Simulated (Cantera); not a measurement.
Input: 1 mol HI, 0.53 mol O₂, 9.5 mol H₂, at 3600 Pa.

Cantera equilibrium calculation (NASA polynomials, part measured and part estimated; ideal gas, pure solids and liquids). Candidate condensed phases: H₂O, I₂; 12 gas species. The numbers say what is thermodynamically allowed, not how fast it happens.

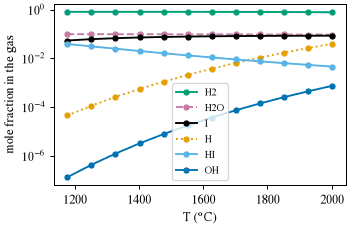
Figure: Equilibrium gas composition (values under 1e-9 drawn at 1e-9)

Read off the mole fractions at 1777 °C.

H₂ about 0.80, H₂O about 0.096, I about 0.083, H about 0.011, HI about 0.0075, OH about 0.00014.
